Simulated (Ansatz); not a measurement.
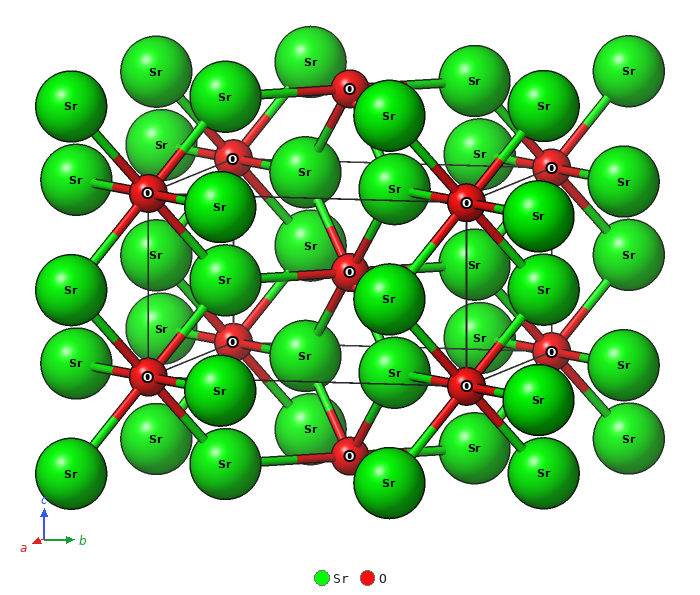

The compound is Sr₂O (space group P4_2/mnm, No. 136), taken as coordinates from a relaxation with Ansatz, DFT PBE, scalar-relativistic, plane waves, PAW; the starting structure was generated, so it need not be a known form of this composition.

Bonds are taken as O–Sr below 3.3 Å; no other contact counts. The graph is simplified in the usual way: terminal and isolated atoms are pruned, two-connected atoms become edges.

Question: What kind of net remains, and which atoms are its nodes?

Answer: A binodal (3,6)-connected, three-periodic net: Sr is a 3-connected node; O is a 6-connected node, in the ratio 2:1.

Question: Name the underlying net.

Answer: It is the rtl net, known from rutile.

Question: Is the net interpenetrated?

Answer: It is a single net, without interpenetration.

Question: Give the point symbol of each node (shortest cycle at each angle).

Answer: Sr: 4.6^2; O: 4^2.6^10.8^3.
